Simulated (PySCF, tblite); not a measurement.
**Ethene, chlorotrifluoro- (C2ClF3): isotopologues and vibrational averages**

How do isotopes change the rotational constants and shieldings of Ethene, chlorotrifluoro- (C2ClF3) (`FC(F)=C(F)Cl`)?

Programs: PySCF 2.14.0 with density-fitted response routines of our own, and tblite 0.8.0. All values are computed, except where a source is named. Atoms count from 0 throughout.

## 1. The molecule as given

6 atoms, charge 0, multiplicity 1; geometry from: force field or distance geometry start.

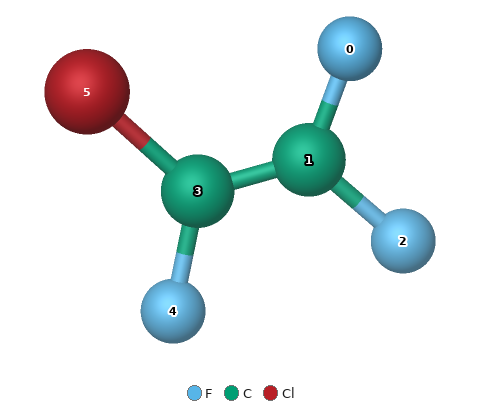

The starting geometry (fluorine blue, carbon teal, chlorine red), atoms numbered.

## 2. GFN2-xTB relaxation, lowest of a short conformer search

What the job is given:

```
{"job": {"xc": "GFN2-xTB", "basis": "xTB", "kind": "relax"}, "charge": 0, "multiplicity": 1}
F      1.506600     0.967800    -0.258600
C      0.640600    -0.012100     0.124500
F      1.294100    -1.030300     0.906500
C     -0.644200    -0.029900    -0.153300
F     -1.384600    -1.110800     0.366800
Cl    -1.400100     1.223300    -1.072300
```

On the command line:

```sh
$ OMP_NUM_THREADS=1 python ens_run.py task.json out
```

The driver reads the study from task.json and runs its stages one after another.

Standard output:

```text
step      E/eV     max force
  0    -624.88231    3.526
  1    -625.15822    2.509
  2    -625.26950    1.000
  3    -625.28820    0.493
  4    -625.29576    0.290
  5    -625.30255    0.252
  6    -625.30568    0.260
  7    -625.30897    0.129
  8    -625.30932    0.048
  9    -625.30943    0.032
 10    -625.30950    0.032
 11    -625.30952    0.014
 12    -625.30953    0.004
```

Run time: 0.11 s. Hardware: 1 thread of Arm Neoverse N1, shared host.

The energy fell by 0.427 eV, and the atoms moved 0.07 Å (root mean square).

## 3. Tight optimisation and Hessian

What the job is given:

```
{"job": {"xc": "PBE0", "basis": "pcSseg-1", "grid": 2, "temperatures": [200, 500], "kind": "geom"}, "charge": 0, "multiplicity": 1}
F      1.501941     0.916798    -0.237739
C      0.672452    -0.032550     0.156264
F      1.296509    -0.960376     0.860809
C     -0.628389    -0.042766    -0.127805
F     -1.407443    -1.035019     0.305220
Cl    -1.422580     1.161874    -1.043047
```

Standard output:

```text
step   0  E = -22729.9406129 eV  max force = 0.47208
step   1  E = -22729.9537362 eV  max force = 0.19622
step   2  E = -22729.9543018 eV  max force = 0.02364
step   3  E = -22729.9543249 eV  max force = 0.00508
step   4  E = -22729.9543263 eV  max force = 0.00147
step   5  E = -22729.9543263 eV  max force = 0.00147
step   6  E = -22729.9543264 eV  max force = 0.00035
harmonic wavenumbers (cm-1): 172.7 190.4 343.7 385.5 470.2 524.6 574.9 714.9 1091.8 1257.1 1383.2 1875.2
```

Wall time 5.4 min (1 thread of Arm Neoverse N1, shared host); peak memory 0.57 GiB.

## 4. Displacements along the modes, parent

What the job is given:

```
{"job": {"xc": "PBE0", "basis": "pcSseg-1", "grid": 2, "temperatures": [200, 500], "kind": "vib", "mass_numbers": [19, 12, 19, 12, 19, 35]}, "charge": 0, "multiplicity": 1}
F      1.493167     0.915203    -0.239947
C      0.673887    -0.027670     0.153530
F      1.269636    -0.959870     0.855948
C     -0.621094    -0.043832    -0.125701
F     -1.388052    -1.034277     0.307966
Cl    -1.415054     1.158407    -1.038093
```

Standard output:

```text
mode    cm-1    km/mol   phi_rrr   E(+)/cm-1  E(-)/cm-1
  1    172.75     0.06      -0.4      31.23      31.16
  2    190.36     3.07      11.6      34.79      33.97
  3    343.66     1.39      -5.0      61.71      62.09
  4    385.47     1.09      -1.9      69.58      69.71
  5    470.18     0.47     -29.0      83.60      85.70
  6    524.63     1.13      -7.5      94.18      94.71
  7    574.86     3.41      -0.0     103.66     103.64
  8    714.89     4.06      67.4     131.15     126.29
  9   1091.76   259.57     -25.8     195.71     197.57
 10   1257.10   240.02     320.1     238.34     215.31
 11   1383.16   193.04      25.0     250.25     248.46
 12   1875.23    61.36    -382.9     324.31     351.86
```

Run time: 4.6 min. Hardware: 1 thread of Arm Neoverse N1, shared host; peak memory 0.57 GiB.

## 5. Displacements along the modes, 13C at atom 1

What the job is given:

```
{"job": {"xc": "PBE0", "basis": "pcSseg-1", "grid": 2, "temperatures": [200, 500], "kind": "vib", "mass_numbers": [19, 13, 19, 12, 19, 35]}, "charge": 0, "multiplicity": 1}
F      1.493167     0.915203    -0.239947
C      0.673887    -0.027670     0.153530
F      1.269636    -0.959870     0.855948
C     -0.621094    -0.043832    -0.125701
F     -1.388052    -1.034277     0.307966
Cl    -1.415054     1.158407    -1.038093
```

Standard output:

```text
mode    cm-1    km/mol   phi_rrr   E(+)/cm-1  E(-)/cm-1
  1    172.73     0.06       0.4      31.16      31.22
  2    190.17     3.06     -11.6      33.93      34.75
  3    343.24     1.41      -4.9      61.64      62.01
  4    382.10     1.16      -2.0      68.97      69.09
  5    469.20     0.48     -29.0      83.43      85.52
  6    522.73     1.26      -8.1      93.81      94.39
  7    560.71     3.05       0.2     101.09     101.10
  8    712.60     4.46      66.7     130.71     125.90
  9   1085.88   260.81      39.1     196.98     194.17
 10   1252.74   232.80     308.9     237.14     214.91
 11   1343.22   184.56      29.8     243.22     241.08
 12   1836.14    48.52    -372.7     317.63     344.43
```

Wall time 4.5 min (1 thread of Arm Neoverse N1, shared host); peak memory 0.56 GiB.

## 6. Displacements along the modes, 37Cl at atom 5

What the job is given:

```
{"job": {"xc": "PBE0", "basis": "pcSseg-1", "grid": 2, "temperatures": [200, 500], "kind": "vib", "mass_numbers": [19, 12, 19, 12, 19, 37]}, "charge": 0, "multiplicity": 1}
F      1.493167     0.915203    -0.239947
C      0.673887    -0.027670     0.153530
F      1.269636    -0.959870     0.855948
C     -0.621094    -0.043832    -0.125701
F     -1.388052    -1.034277     0.307966
Cl    -1.415054     1.158407    -1.038093
```

Standard output:

```text
mode    cm-1    km/mol   phi_rrr   E(+)/cm-1  E(-)/cm-1
  1    172.10     0.06       0.5      31.05      31.12
  2    188.81     2.99     -11.6      33.69      34.50
  3    342.48     1.44      -4.8      61.50      61.87
  4    385.28     1.09      -1.9      69.54      69.67
  5    464.18     0.42     -29.9      82.49      84.65
  6    524.35     1.17      -8.0      94.11      94.68
  7    574.84     3.41      -0.0     103.65     103.63
  8    712.90     4.25      66.2     130.74     125.97
  9   1090.58   258.61     -27.5     195.43     197.41
 10   1256.95   240.29     320.3     238.32     215.28
 11   1383.15   192.93      25.1     250.26     248.45
 12   1875.17    61.48    -383.0     324.30     351.85
```

Run time: 4.6 min. Hardware: 1 thread of Arm Neoverse N1, shared host; peak memory 0.56 GiB.

## 7. Displacements along the modes, 13C at atom 3, 37Cl at atom 5

What the job is given:

```
{"job": {"xc": "PBE0", "basis": "pcSseg-1", "grid": 2, "temperatures": [200, 500], "kind": "vib", "mass_numbers": [19, 12, 19, 13, 19, 37]}, "charge": 0, "multiplicity": 1}
F      1.493167     0.915203    -0.239947
C      0.673887    -0.027670     0.153530
F      1.269636    -0.959870     0.855948
C     -0.621094    -0.043832    -0.125701
F     -1.388052    -1.034277     0.307966
Cl    -1.415054     1.158407    -1.038093
```

Standard output:

```text
mode    cm-1    km/mol   phi_rrr   E(+)/cm-1  E(-)/cm-1
  1    171.89     0.06       0.5      31.01      31.08
  2    188.34     2.99     -11.6      33.60      34.42
  3    342.38     1.44      -4.9      61.48      61.85
  4    376.50     0.95      -1.9      67.95      68.08
  5    463.93     0.45     -29.5      82.46      84.59
  6    522.56     1.19       7.6      94.34      93.80
  7    568.65     3.53      -0.1     102.51     102.54
  8    710.56     4.85     -66.1     125.56     130.32
  9   1067.47   237.00      17.1     192.88     191.64
 10   1227.43   229.74     318.5     232.94     210.02
 11   1382.95   198.95      23.7     250.17     248.47
 12   1845.10    72.90    -363.8     319.55     345.71
```

It took 4.6 min on 1 thread of Arm Neoverse N1, shared host; peak memory 0.56 GiB.

## 8. Displacements along the modes, 13C at atom 3

What the job is given:

```
{"job": {"xc": "PBE0", "basis": "pcSseg-1", "grid": 2, "temperatures": [200, 500], "kind": "vib", "mass_numbers": [19, 12, 19, 13, 19, 35]}, "charge": 0, "multiplicity": 1}
F      1.493167     0.915203    -0.239947
C      0.673887    -0.027670     0.153530
F      1.269636    -0.959870     0.855948
C     -0.621094    -0.043832    -0.125701
F     -1.388052    -1.034277     0.307966
Cl    -1.415054     1.158407    -1.038093
```

Standard output:

```text
mode    cm-1    km/mol   phi_rrr   E(+)/cm-1  E(-)/cm-1
  1    172.54     0.06       0.5      31.13      31.19
  2    189.89     3.07     -11.6      33.88      34.70
  3    343.57     1.40      -5.1      61.69      62.07
  4    376.70     0.95      -1.9      67.99      68.12
  5    469.89     0.51     -28.5      83.57      85.63
  6    522.85     1.15       7.0      94.37      93.87
  7    568.68     3.53      -0.1     102.51     102.54
  8    712.64     4.64     -67.4     125.88     130.74
  9   1068.70   237.97      15.1     193.02     191.94
 10   1227.53   229.49     318.5     232.95     210.04
 11   1382.96   199.06      23.6     250.17     248.47
 12   1845.15    72.77    -363.8     319.56     345.72
```

It took 4.8 min on 1 thread of Arm Neoverse N1, shared host; peak memory 0.56 GiB.

## 9. Displacements along the modes, 13C at atom 1, 37Cl at atom 5

What the job is given:

```
{"job": {"xc": "PBE0", "basis": "pcSseg-1", "grid": 2, "temperatures": [200, 500], "kind": "vib", "mass_numbers": [19, 13, 19, 12, 19, 37]}, "charge": 0, "multiplicity": 1}
F      1.493167     0.915203    -0.239947
C      0.673887    -0.027670     0.153530
F      1.269636    -0.959870     0.855948
C     -0.621094    -0.043832    -0.125701
F     -1.388052    -1.034277     0.307966
Cl    -1.415054     1.158407    -1.038093
```

Standard output:

```text
mode    cm-1    km/mol   phi_rrr   E(+)/cm-1  E(-)/cm-1
  1    172.09     0.06      -0.5      31.11      31.05
  2    188.63     2.99     -11.6      33.66      34.47
  3    342.05     1.46      -4.7      61.43      61.79
  4    381.91     1.16      -1.9      68.93      69.06
  5    463.20     0.43     -29.9      82.32      84.47
  6    522.46     1.29      -8.6      93.75      94.36
  7    560.68     3.05      -0.2     101.10     101.09
  8    710.57     4.66      65.4     130.29     125.58
  9   1084.76   259.83      40.6     196.84     193.91
 10   1252.56   233.11     309.3     237.12     214.86
 11   1343.21   184.42      29.9     243.23     241.08
 12   1836.07    48.64    -372.7     317.61     344.42
```

It took 4.7 min on 1 thread of Arm Neoverse N1, shared host; peak memory 0.56 GiB.

## 10. Vibrational averages by isotopologue

What the job is given:

```
{"job": {"xc": "PBE0", "basis": "pcSseg-1", "grid": 2, "temperatures": [200, 500], "kind": "iso"}, "charge": 0, "multiplicity": 1}
F      1.493167     0.915203    -0.239947
C      0.673887    -0.027670     0.153530
F      1.269636    -0.959870     0.855948
C     -0.621094    -0.043832    -0.125701
F     -1.388052    -1.034277     0.307966
Cl    -1.415054     1.158407    -1.038093
```

Standard output:

```text
parent
  Be/MHz 4518.934 2266.513 1509.44
  B0/MHz 4502.003 2257.345 1502.59
  ZPE/cm-1 4492.0
  <sigma>(0 K)/ppm 289.476 21.779 273.107 47.782 318.733 734.978
13C at atom 1
  Be/MHz 4517.496 2257.894 1505.452
  B0/MHz 4500.759 2248.878 1498.697
  ZPE/cm-1 4435.7
  <sigma>(0 K)/ppm 289.584 21.818 273.224 47.816 318.813 735.085
37Cl at atom 5
  Be/MHz 4503.52 2207.224 1481.248
  B0/MHz 4486.625 2198.347 1474.553
  ZPE/cm-1 4485.4
  <sigma>(0 K)/ppm 289.480 21.779 273.109 47.790 318.744 735.062
13C at atom 3, 37Cl at atom 5
  Be/MHz 4496.971 2206.72 1480.312
  B0/MHz 4480.341 2198.0 1473.72
  ZPE/cm-1 4433.9
  <sigma>(0 K)/ppm 289.538 21.804 273.174 47.836 318.862 735.297
13C at atom 3
  Be/MHz 4512.686 2265.808 1508.429
  B0/MHz 4496.019 2256.8 1501.683
  ZPE/cm-1 4440.6
  <sigma>(0 K)/ppm 289.534 21.804 273.171 47.828 318.851 735.211
13C at atom 1, 37Cl at atom 5
  Be/MHz 4502.016 2198.565 1477.182
  B0/MHz 4485.315 2189.835 1470.579
  ZPE/cm-1 4429.1
  <sigma>(0 K)/ppm 289.588 21.818 273.226 47.823 318.824 735.169
```

Wall time 33 min (1 thread of Arm Neoverse N1, shared host); peak memory 0.57 GiB. This counts the whole study up to here.

Rotational constants (MHz) at equilibrium and in the ground state:

```tsv
isotopologue	Be	B0	zero-point change (cm⁻¹)
parent	4518.9, 2266.5, 1509.4	4502.0, 2257.3, 1502.6	0.0
13C at atom 1	4517.5, 2257.9, 1505.5	4500.8, 2248.9, 1498.7	-56.3
37Cl at atom 5	4503.5, 2207.2, 1481.2	4486.6, 2198.3, 1474.6	-6.6
13C at atom 3, 37Cl at atom 5	4497.0, 2206.7, 1480.3	4480.3, 2198.0, 1473.7	-58.1
13C at atom 3	4512.7, 2265.8, 1508.4	4496.0, 2256.8, 1501.7	-51.5
13C at atom 1, 37Cl at atom 5	4502.0, 2198.6, 1477.2	4485.3, 2189.8, 1470.6	-62.9
```

Shieldings of the first species (ppm): at equilibrium, the vibrational parts at 0 K, and the averages:

```tsv
atom	equilibrium	anharmonic	harmonic	0 K	200 K	500 K
F0	296.55	-1.49	-5.58	289.48	288.97	286.45
C1	24.41	-0.99	-1.64	21.78	21.64	20.87
F2	280.72	-1.67	-5.94	273.11	272.59	270.03
C3	50.86	-1.20	-1.88	47.78	47.61	46.59
F4	327.15	-1.98	-6.43	318.73	318.18	315.17
Cl5	749.68	-4.22	-10.48	734.98	733.42	726.04
```

Isotope effects on the shieldings at 0 K (ppb; positive means more shielded):

```tsv
atom	13C at atom 1	37Cl at atom 5	13C at atom 3, 37Cl at atom 5	13C at atom 3	13C at atom 1, 37Cl at atom 5
F0	108	4	62	58	112
C1	40	0	26	26	40
F2	117	2	67	65	119
C3	33	8	54	46	41
F4	80	10	129	118	91
Cl5	107	84	318	233	191
```

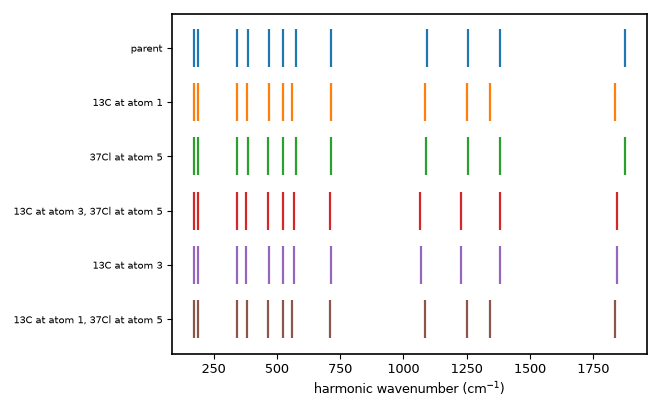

Harmonic wavenumbers of each isotopologue.

## 11. Outcome

| quantity | value |
| --- | --- |
| point group | Cs |
| B0 of the first species | 4502.0, 2257.3, 1502.6 MHz |
| zero-point energy | 4492 cm⁻¹ |
| zero-point change of σ(Cl5) | -14.71 ppm |

In words: Zero-point motion changes the shielding of Cl5 most, by -14.71 ppm. The largest secondary isotope effect is 233 ppb on Cl5, 1 bond from the change (13C at atom 3). The job flags a low mode; perturbation theory is less sure for low modes.
